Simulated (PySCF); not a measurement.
SMILES C([SiH2]c1sccc1)OC at its GFN2-xTB optimised geometry (Å):

```
19

C     -3.2210     0.5548     0.2526
O     -2.0588    -0.1188    -0.1466
C     -1.7277    -1.2180     0.6785
Si    -0.0727    -1.8589    -0.0186
C      1.0979    -0.3981     0.0000
C      2.4648    -0.3981     0.0000
C      3.0352     0.8900     0.0000
C      2.0903     1.8670    -0.0023
S      0.4968     1.2306    -0.0072
H     -4.0943    -0.1101     0.2231
H     -3.1185     0.9530     1.2705
H     -3.3657     1.3775    -0.4454
H     -1.6430    -0.8940     1.7255
H     -2.5226    -1.9751     0.6422
H      0.4460    -2.9293     0.8430
H     -0.2898    -2.3394    -1.3866
H      3.0408    -1.3067     0.0032
H      4.0943     1.0788     0.0025
H      2.2367     2.9293    -0.0009
```

Calculation: CAM-B3LYP/def2-SVP run with PySCF. Cells within 0.4 Å of a nucleus heavier than hydrogen are left out (blank, or x).

Map of the log10 of the electron density (e/bohr³), floored at −4 on the plane z = 0.8 Å:

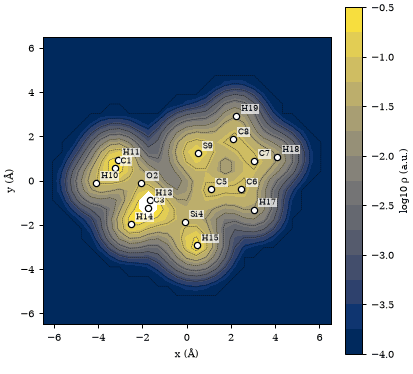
*Log10 of the electron density (e/bohr³), floored at −4 on the plane z = 0.8 Å.*
